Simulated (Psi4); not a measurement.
Excited-state calculation, with input and output: TiH₄ (part 3 of 3)

The same run, continued: TiH₄, SMILES [H][Ti]([H])([H])[H]; EOM-CC2/def2-SV(P), RHF, ZORA (Psi4 1.11). The geometry comes from this level: GFN2-xTB.

Geometry of the input (Å):
```
Ti -0.0000  -0.0002  -0.0001
H  0.0110  -0.0168  1.7310
H  1.6289  0.0104  -0.5863
H  -0.8243  1.4165  -0.5575
H  -0.8156  -1.4099  -0.5870
```

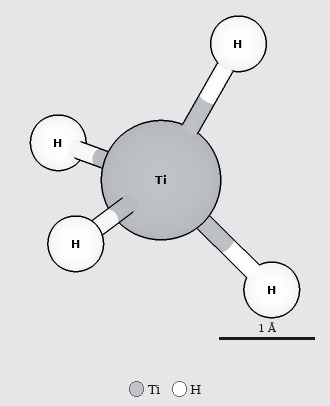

Figure 1. The structure (ball-and-stick view, seen at a tilt). Sticks mark near contacts.

What the program printed, continued
```
                 1            2            3            4

    1    1.0000000   -0.0000000   -0.0000000   -0.0000000
    2    0.0000000    1.0000000    0.0000000   -0.0000000
    3    0.0000000    0.0000000    1.0000000    0.0000000
    4    0.0000000   -0.0000000    0.0000000    1.0000000

	<L|R> overlap matrix with RHF quantities (-99 => 0 by symmetry)

                 1            2            3            4

    1    1.0000000   -0.0000000   -0.0000000    0.0000000
    2    0.0000000    1.0000000   -0.0000000    0.0000000
    3    0.0000000   -0.0000000    1.0000000    0.0000000
    4    0.0000000    0.0000000   -0.0000000    1.0000000

	Projections for excited state, irrep A, root 0:
	<0|Le^(-T)|0><0|Re^T|0>  =   -0.0000000000
	<0|Le^(-T)|S><S|Re^T|0>  =    0.9483351068
	<0|Le^(-T)|D><D|Re^T|0>  =    0.0516648932
	Sum of above             =    1.0000000000
	Approx. excitation level =    1.0516648932

	Projections for excited state, irrep A, root 1:
	<0|Le^(-T)|0><0|Re^T|0>  =   -0.0000000000
	<0|Le^(-T)|S><S|Re^T|0>  =    0.9483484845
	<0|Le^(-T)|D><D|Re^T|0>  =    0.0516515155
	Sum of above             =    1.0000000000
	Approx. excitation level =    1.0516515155

	Projections for excited state, irrep A, root 2:
	<0|Le^(-T)|0><0|Re^T|0>  =    0.0000000000
	<0|Le^(-T)|S><S|Re^T|0>  =    0.9483851056
	<0|Le^(-T)|D><D|Re^T|0>  =    0.0516148944
	Sum of above             =    1.0000000000
	Approx. excitation level =    1.0516148944

			**************************
			*                        *
			*        CCDENSITY       *
			*                        *
			**************************

	Input parameters:
	-----------------
	Wave function    = EOM_CC2
	Reference wfn    =   RHF
	Dertype          = 0
	Tolerance        = 1.0e-14
	Cache Level      = 2
	AO Basis         = No
	OPDM Only        = Yes
	Relax OPDM       = No
	Compute Xi       = No
	Use Zeta         = No
	Xi connected     = Yes
	Compute NO       = No

	Nuclear Rep. energy (wfn)     =   28.021838281682800
	SCF energy          (wfn)     = -856.885799473668726
	Reference energy    (file100) = -856.885799473668953
	CC2 energy          (CC_INFO) =   -0.248597567090276
	Total CC2 energy    (CC_INFO) = -857.134397040759268
	Number of States = 4

	Ground?  State     EOM Energy       R0
	  Yes     0  A    0.0000000000   1.00000000
	   No     1  A    0.1218835666  -0.00000010
	   No     2  A    0.1218952724  -0.00000003
	   No     3  A    0.1219210624   0.00000000
DDoing transition

	Oscillator Strength for 1  A
	                              X    	       Y    	       Z
	<0|mu_e|n>              -0.00019891 	  0.00005754 	 -0.00015029
	<n|mu_e|0>              -0.00022648 	  0.00006020 	 -0.00016142
	Dipole Strength          0.00000007
	Oscillator Strength      0.00000001
	Einstein A Coefficient   2.82249030e+00
	Einstein B Coefficient   8.85417555e+12
Doing transition

	Length-Gauge Rotational Strength for 1  A
	                              X    	       Y    	       Z
	<0|mu_e|n>              -0.00019891 	  0.00005754 	 -0.00015029
	<n|mu_m|0>              -0.92492705 	 -0.21681918 	 -0.67370603
	<0|mu_m|n>*             -0.86020152 	 -0.20165635 	 -0.62655746
	<n|mu_e|0>*             -0.00022648 	  0.00006020 	 -0.00016142

	Rotational Strength (au)                  0.00027829
	Rotational Strength (10^-40 esu^2 cm^2)   0.13119680

	Velocity-Gauge Rotational Strength for 1  A
	                              X    	       Y    	       Z
	<0|mu_e|n>              -0.00000570 	 -0.00000941 	  0.00001486
	<n|mu_m|0>              -0.92492705 	 -0.21681918 	 -0.67370603
	<0|mu_m|n>*             -0.86020152 	 -0.20165635 	 -0.62655746
	<n|mu_e|0>*             -0.00001060 	 -0.00000767 	  0.00001131

	Rotational Strength (au)                  0.00000360
	Rotational Strength (10^-40 esu^2 cm^2)   0.00169786
Doing transition
DDoing transition

	Oscillator Strength for 2  A
	                              X    	       Y    	       Z
	<0|mu_e|n>               0.00011764 	 -0.00021389 	 -0.00027153
	<n|mu_e|0>               0.00013114 	 -0.00024314 	 -0.00029848
	Dipole Strength          0.00000015
	Oscillator Strength      0.00000001
	Einstein A Coefficient   5.76023887e+00
	Einstein B Coefficient   1.80647119e+13
Doing transition

	Length-Gauge Rotational Strength for 2  A
	                              X    	       Y    	       Z
	<0|mu_e|n>               0.00011764 	 -0.00021389 	 -0.00027153
	<n|mu_m|0>              -0.58802836 	  0.85245960 	  0.53322449
	<0|mu_m|n>*             -0.54688068 	  0.79281863 	  0.49591841
	<n|mu_e|0>*              0.00013114 	 -0.00024314 	 -0.00029848

	Rotational Strength (au)                 -0.00040440
	Rotational Strength (10^-40 esu^2 cm^2)  -0.19065132

	Velocity-Gauge Rotational Strength for 2  A
	                              X    	       Y    	       Z
	<0|mu_e|n>              -0.00000241 	 -0.00000492 	  0.00001284
	<n|mu_m|0>              -0.58802836 	  0.85245960 	  0.53322449
	<0|mu_m|n>*             -0.54688068 	  0.79281863 	  0.49591841
	<n|mu_e|0>*              0.00000050 	 -0.00001042 	  0.00000693

	Rotational Strength (au)                 -0.00000422
	Rotational Strength (10^-40 esu^2 cm^2)  -0.00199159
Doing transition
DDoing transition

	Oscillator Strength for 3  A
	                              X    	       Y    	       Z
	<0|mu_e|n>              -0.00008154 	 -0.00007180 	  0.00004645
	<n|mu_e|0>              -0.00008103 	 -0.00008352 	  0.00005410
	Dipole Strength          0.00000002
	Oscillator Strength      0.00000000
	Einstein A Coefficient   5.86845285e-01
	Einstein B Coefficient   1.83924057e+12
Doing transition

	Length-Gauge Rotational Strength for 3  A
	                              X    	       Y    	       Z
	<0|mu_e|n>              -0.00008154 	 -0.00007180 	  0.00004645
	<n|mu_m|0>              -0.39431598 	 -0.76412864 	  0.78654554
	<0|mu_m|n>*             -0.36674510 	 -0.71069239 	  0.73153200
	<n|mu_e|0>*             -0.00008103 	 -0.00008352 	  0.00005410

	Rotational Strength (au)                  0.00012610
	Rotational Strength (10^-40 esu^2 cm^2)   0.05944984

	Velocity-Gauge Rotational Strength for 3  A
	                              X    	       Y    	       Z
	<0|mu_e|n>               0.00002095 	 -0.00000480 	  0.00000426
	<n|mu_m|0>              -0.39431598 	 -0.76412864 	  0.78654554
	<0|mu_m|n>*             -0.36674510 	 -0.71069239 	  0.73153200
	<n|mu_e|0>*              0.00001919 	 -0.00000704 	  0.00000501

	Rotational Strength (au)                  0.00000155
	Rotational Strength (10^-40 esu^2 cm^2)   0.00073163
Doing transition
Doing transition

	                   Ground State -> Excited State Transitions

	                   Excitation Energy          OS       RS        RS     Einstein A
	State   (eV)    (cm^-1)    (nm)     (au)              (l,au)   (v,au)     (s^-1)
	 1  A   3.317   26750.4   373.8   0.121884   0.0000   0.0003   0.0000  2.822490E+00
	 2  A   3.317   26752.9   373.8   0.121895   0.0000  -0.0004  -0.0000  5.760239E+00
	 3  A   3.318   26758.6   373.7   0.121921   0.0000   0.0001   0.0000  5.868453E-01

Doing transition

	*********************************************************************
	*********************************************************************
	************                                             ************
	************ Excited State-Excited State Transition Data ************
	************                                             ************
	*********************************************************************
	*********************************************************************

	*** Computing <1 A|X{pq}}|2 A> (LEFT) Transition Density ***

		*** LTD Setup complete.
		***...density has been built...
		***...density has been sorted...

	*** Computing <2 A|X{pq}}|1 A> (RIGHT) Transition Density ***

		*** RTD Setup complete.
		***...density has been built...
		***...density has been sorted...

	*** 1A -> 2A transition densities complete.

	Oscillator Strength for 1  A to 2  A
	                              X    	       Y    	       Z
	<0|mu_e|n>              -0.24526211 	 -0.36556003 	  0.23316071
	<n|mu_e|0>              -0.24522886 	 -0.36558459 	  0.23318406
	Dipole Strength          0.24815782
	Oscillator Strength      0.00000194
	Einstein A Coefficient   8.52624206e-06
	Einstein B Coefficient   3.01924761e+19

	Length-Gauge Rotational Strength for 1  A to 2  A Transition
	                              X    	       Y    	       Z
	<p|mu_e|q>              -0.24526211 	 -0.36556003 	  0.23316071
	<q|mu_m|p>              -0.04632163 	 -0.08987113 	  0.09266254
	<p|mu_m|q>*             -0.04630708 	 -0.08988611 	  0.09266987
	<q|mu_e|p>*             -0.24522886 	 -0.36558459 	  0.23318406

	Rotational Strength (au)                  0.06582272
	Rotational Strength (10^-40 esu^2 cm^2)  31.03169685

	Velocity-Gauge Rotational Strength for 1  A
	                              X    	       Y    	       Z
	<p|mu_e|q>               0.00324268 	  0.00483734 	 -0.00308467
	<q|mu_m|p>              -0.04632163 	 -0.08987113 	  0.09266254
	<p|mu_m|q>*             -0.04630708 	 -0.08988611 	  0.09266987
	<q|mu_e|p>*             -0.00324622 	 -0.00483531 	  0.00308181

	Rotational Strength (au)                 -0.01007565
	Rotational Strength (10^-40 esu^2 cm^2)  -4.75010106

	*** Computing <1 A|X{pq}}|3 A> (LEFT) Transition Density ***

		*** LTD Setup complete.
		***...density has been built...
		***...density has been sorted...

	*** Computing <3 A|X{pq}}|1 A> (RIGHT) Transition Density ***

		*** RTD Setup complete.
		***...density has been built...
		***...density has been sorted...

	*** 1A -> 3A transition densities complete.

	Oscillator Strength for 1  A to 3  A
	                              X    	       Y    	       Z
	<0|mu_e|n>              -0.16440399 	  0.31647719 	  0.36139353
	<n|mu_e|0>              -0.16442331 	  0.31653612 	  0.36142686
	Dipole Strength          0.25782564
	Oscillator Strength      0.00000644
	Einstein A Coefficient   2.91136001e-04
	Einstein B Coefficient   3.13687246e+19

	Length-Gauge Rotational Strength for 1  A to 3  A Transition
	                              X    	       Y    	       Z
	<p|mu_e|q>              -0.16440399 	  0.31647719 	  0.36139353
	<q|mu_m|p>               0.06944042 	 -0.10055137 	 -0.06291379
	<p|mu_m|q>*              0.06945489 	 -0.10057395 	 -0.06291904
	<q|mu_e|p>*             -0.16442331 	  0.31653612 	  0.36142686

	Rotational Strength (au)                 -0.06598553
	Rotational Strength (10^-40 esu^2 cm^2)  -31.10845182

	Velocity-Gauge Rotational Strength for 1  A
	                              X    	       Y    	       Z
	<p|mu_e|q>               0.00217365 	 -0.00418681 	 -0.00477848
	<q|mu_m|p>               0.06944042 	 -0.10055137 	 -0.06291379
	<p|mu_m|q>*              0.06945489 	 -0.10057395 	 -0.06291904
	<q|mu_e|p>*             -0.00217185 	  0.00418130 	  0.00477492

	Rotational Strength (au)                  0.01003343
	Rotational Strength (10^-40 esu^2 cm^2)   4.73019377

	*** Computing <2 A|X{pq}}|3 A> (LEFT) Transition Density ***

		*** LTD Setup complete.
		***...density has been built...
		***...density has been sorted...

	*** Computing <3 A|X{pq}}|2 A> (RIGHT) Transition Density ***

		*** RTD Setup complete.
		***...density has been built...
		***...density has been sorted...

	*** 2A -> 3A transition densities complete.

	Oscillator Strength for 2  A to 3  A
	                              X    	       Y    	       Z
	<0|mu_e|n>              -0.42949607 	  0.09687887 	 -0.27135672
	<n|mu_e|0>              -0.42955504 	  0.09686494 	 -0.27135389
	Dipole Strength          0.26751007
	Oscillator Strength      0.00000460
	Einstein A Coefficient   9.82910723e-05
	Einstein B Coefficient   3.25469942e+19

	Length-Gauge Rotational Strength for 2  A to 3  A Transition
	                              X    	       Y    	       Z
	<p|mu_e|q>              -0.42949607 	  0.09687887 	 -0.27135672
	<q|mu_m|p>              -0.10921380 	 -0.02546897 	 -0.07964339
	<p|mu_m|q>*             -0.10924080 	 -0.02548549 	 -0.07964248
	<q|mu_e|p>*             -0.42955504 	  0.09686494 	 -0.27135389

	Rotational Strength (au)                  0.06605942
	Rotational Strength (10^-40 esu^2 cm^2)  31.14328793

	Velocity-Gauge Rotational Strength for 2  A
	                              X    	       Y    	       Z
	<p|mu_e|q>               0.00567869 	 -0.00127814 	  0.00358454
	<q|mu_m|p>              -0.10921380 	 -0.02546897 	 -0.07964339
	<p|mu_m|q>*             -0.10924080 	 -0.02548549 	 -0.07964248
	<q|mu_e|p>*             -0.00567292 	  0.00128017 	 -0.00358528

	Rotational Strength (au)                 -0.00957266
	Rotational Strength (10^-40 esu^2 cm^2)  -4.51296928

	                   Ground State -> Excited State Transitions

	                   Excitation Energy          OS       RS        RS     Einstein A
	State   (eV)    (cm^-1)    (nm)     (au)              (l,au)   (v,au)     (s^-1)
	 1  A   3.317   26750.4   373.8   0.121884   0.0000   0.0003   0.0000  2.822490E+00
	 2  A   3.317   26752.9   373.8   0.121895   0.0000  -0.0004  -0.0000  5.760239E+00
	 3  A   3.318   26758.6   373.7   0.121921   0.0000   0.0001   0.0000  5.868453E-01

	                   Excited State -> Excited State Transitions

	                        Excitation Energy          OS       RS        RS     Einstein A
	Transition   (eV)    (cm^-1)    (nm)     (au)              (l,au)   (v,au)     (s^-1)
	  1A->2A   0.000       2.6 3892353.9   0.000012   0.0000   0.0658  -0.0101  8.526242E-06
	  1A->3A   0.001       8.2 1215156.7   0.000037   0.0000  -0.0660   0.0100  2.911360E-04
	  2A->3A   0.001       5.7 1766705.8   0.000026   0.0000   0.0661  -0.0096  9.829107E-05
```

Standard output
```
total energy -857.01247598 hartree = -23320.49729 eV
```

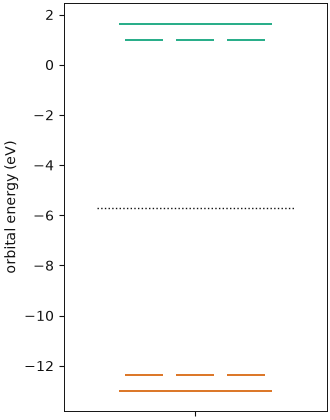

Figure 2. Orbital energies near the frontier (SCF reference); the dotted line parts filled from empty levels, and levels within 0.02 eV of each other stand side by side. Highest filled −12.37 eV, lowest empty 0.98 eV, 13.35 eV apart.

Results in brief

```json
{"quantity": "outcome", "value": "converged"}
{"quantity": "total energy", "value": "−857.134397 hartree"}
{"quantity": "SCF energy", "value": "−856.885799 hartree"}
{"quantity": "MP2 energy", "value": "−857.127634 hartree"}
{"quantity": "correlation energy", "value": "−0.248598 hartree"}
{"quantity": "basis functions", "value": "32"}
{"quantity": "T1 diagnostic", "value": "0.020"}
{"quantity": "HOMO of the SCF reference", "value": "−12.37 eV"}
{"quantity": "LUMO of the SCF reference", "value": "0.98 eV"}
{"quantity": "lowest excitation", "value": "3.32 eV"}
{"quantity": "wall time", "value": "8.1 s"}
{"quantity": "peak memory", "value": "0.34 GiB"}
```

The record of the run, not the program, notes: large T1.
